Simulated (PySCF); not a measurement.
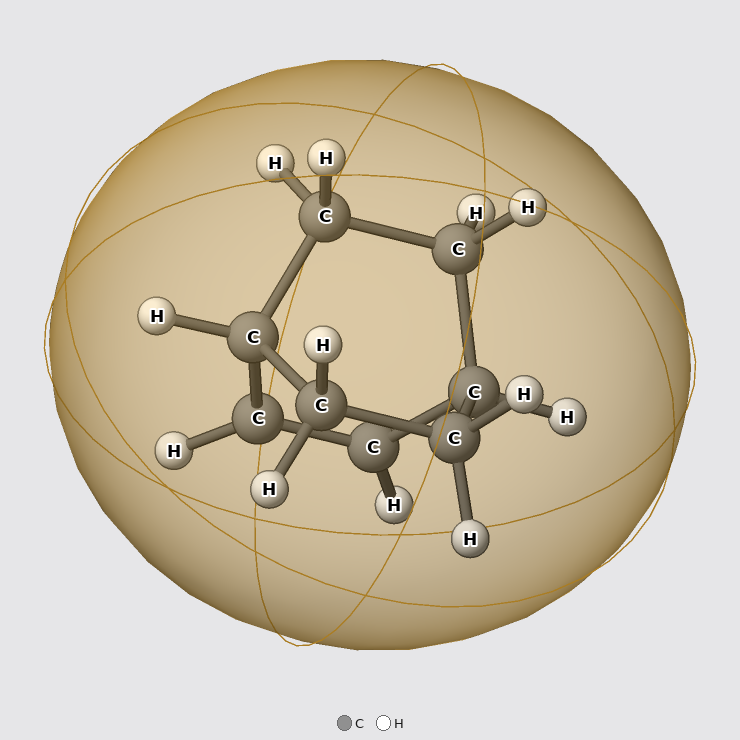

The ellipsoid shows the static dipole polarisability: its half-axes are proportional to the principal values. The computed structure is the end point of a PBE0-D3(BJ)/def2-SVP optimisation. No frequency run is at hand to confirm it as a minimum. Computed with CAM-B3LYP/def2-SVPD (PySCF 2.14.0).

Give the principal values, the mean and the anisotropy.

Answer. Principal values 81.2, 84.4, 90.3 bohr³; mean 85.3 bohr³ (12.64 Å³); anisotropy 8.0 bohr³, so the longest axis is 1.11 times the shortest.
